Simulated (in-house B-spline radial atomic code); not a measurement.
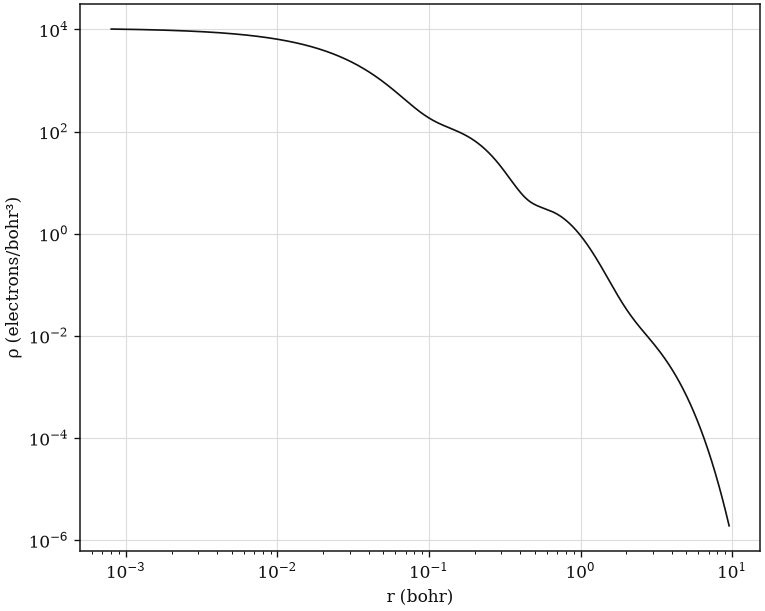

Atomic manganese (Mn) in the configuration [Ar] 3d5 4s2. Method: non-relativistic Hartree-Fock, average of configuration, point nucleus, basis-set limit; computed with an in-house B-spline radial code.

```
Z = 25
electrons = 25.0
configuration = [Ar] 3d5 4s2
hamiltonian = nr
method = hf
spin_polarised = False
```

The plot shows the electron density ρ(r) on a logarithmic scale.

> What does the plot show?

The density falls from 10000 electrons/bohr³ at the inner end (r = 0.00080 bohr) to 0.001 at r = 4.67 bohr, a common measure of the size of an atom or ion. The highest occupied orbital, 4s (⟨r⟩ = 3.35 bohr, −6.84 eV), is also the most diffuse and sets the fall-off far out: over the last part drawn ln ρ falls by 1.3 per bohr, against 2√(−2ε) = 1.4 for the pure exponential. At the nucleus d ln ρ/dr is −50 per bohr, near the cusp value −2Z = −50. The steps in the slope mark the shells; the radial density has its minima at 0.095 and 0.47 bohr.
